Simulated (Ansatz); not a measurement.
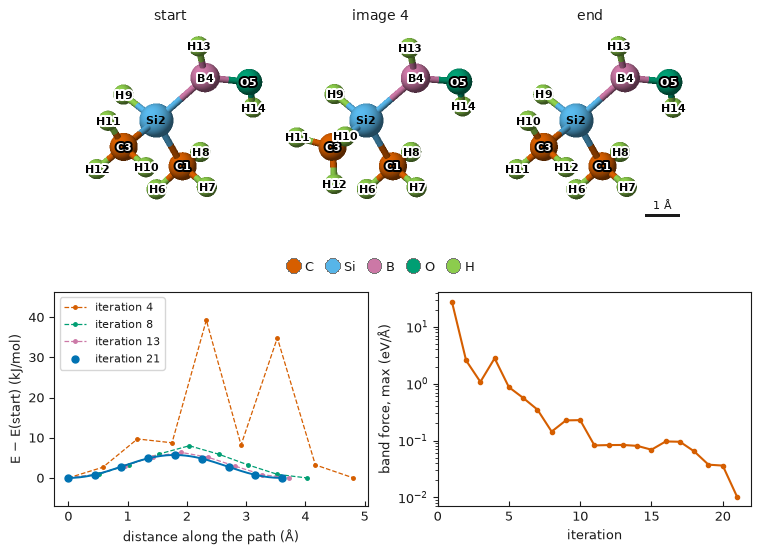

A search for the minimum-energy path of C$_{2}$H$_{9}$BOSi by the nudged elastic band. Images are numbered from 0 (start) to 8 (end). The plot follows the band through its iterations. The picture is a ball-and-stick view, seen from a free direction.

These are results of RKS PBE-D4/6-31G* (Ansatz), not measurements. Set-up: 7 movable images; climbing image; force threshold 0.03 eV/Å; iteration limit 60; starting path through a guess of the saddle point.

How did the profile develop, and is the result final?

Answer. The result is final at these settings. The band converged in 21 iterations. The largest component of the band force went from 28 to 0.01 eV/Å. The climbing image converged on the top of the path. Its vibrational analysis gives one imaginary mode (153i cm⁻¹), as a transition state must have. The first iteration put the highest image at 463.72 kJ/mol. The barrier is about 5.71 kJ/mol in both directions, with image 4 at the top; the ends have the same energy.
